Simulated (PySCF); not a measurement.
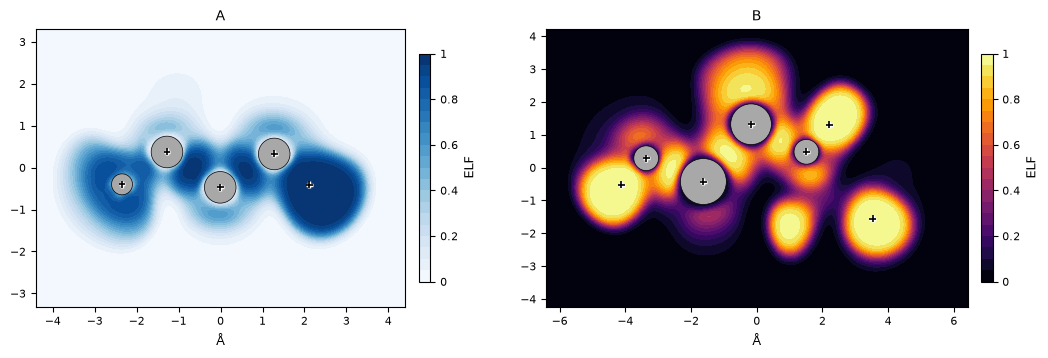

The electron localisation function of 2 systems, each on a plane through atoms (crosses mark nuclei in the plane; grey discs cover the cores).

These are results of PySCF 2.14.0, CAM-B3LYP/def2-SVPD, SCF density, gas phase, not measurements.

System 1: C3H4F4O, the plane of atoms C2, C3 and C5. Geometry: PBE0-D3(BJ)/def2-SVP.

```xyz
12

O    -1.2058    1.3962    0.3919
C    -1.1428    0.0076    0.4419
C    -0.0077   -0.5538   -0.3869
F    -0.1831   -0.1635   -1.6945
C     1.3802   -0.0845    0.0335
F     1.5543   -0.3033    1.3387
F     1.5689    1.2064   -0.2069
F     2.3211   -0.7633   -0.6245
H    -1.1684    1.6575   -0.5362
H    -1.0011   -0.2907    1.4919
H    -2.0738   -0.4761    0.0833
H    -0.0032   -1.6561   -0.3376
```

System 2: C5H15PSi, the plane of atoms P5, Si6 and C7. Geometry: PBE0-D3(BJ)/def2-SVP.

| atom | x (Å) | y (Å) | z (Å) |
| --- | --- | --- | --- |
| C | -2.8722 | -1.0433 | -0.2480 |
| C | -1.3768 | -0.8232 | -0.4306 |
| C | -0.9880 | 0.6315 | -0.6943 |
| C | -1.2730 | 1.5568 | 0.4858 |
| P | 0.7912 | 0.9031 | -1.2513 |
| Si | 1.9950 | -0.3123 | 0.2386 |
| C | 3.8156 | -0.0619 | -0.1625 |
| H | -3.4358 | -0.6995 | -1.1304 |
| H | -3.0990 | -2.1104 | -0.1045 |
| H | -3.2659 | -0.5052 | 0.6277 |
| H | -0.8392 | -1.1836 | 0.4648 |
| H | -1.0176 | -1.4477 | -1.2656 |
| H | -1.5746 | 0.9924 | -1.5598 |
| H | -2.3446 | 1.5650 | 0.7368 |
| H | -0.9759 | 2.5927 | 0.2642 |
| H | -0.7232 | 1.2354 | 1.3852 |
| H | 0.8447 | -0.0985 | -2.2708 |
| H | 1.6737 | -1.7758 | 0.2332 |
| H | 1.6900 | 0.2113 | 1.6085 |
| H | 4.0512 | -0.4571 | -1.1627 |
| H | 4.4544 | -0.5805 | 0.5685 |
| H | 4.0687 | 1.0088 | -0.1506 |

Question: Which map belongs to which system?

Answer: Panel A is system 1, C3H4F4O: the plane holds C, F and H. C–F (1.33 Å): the ELF peaks at about 0.85 between the atoms; a shared but strongly polarised pair. Panel B is system 2, C5H15PSi: the plane holds C, P, Si and H. C–Si (1.88 Å): the ELF peaks at about 0.95 between the atoms: localised, covalent bonding.
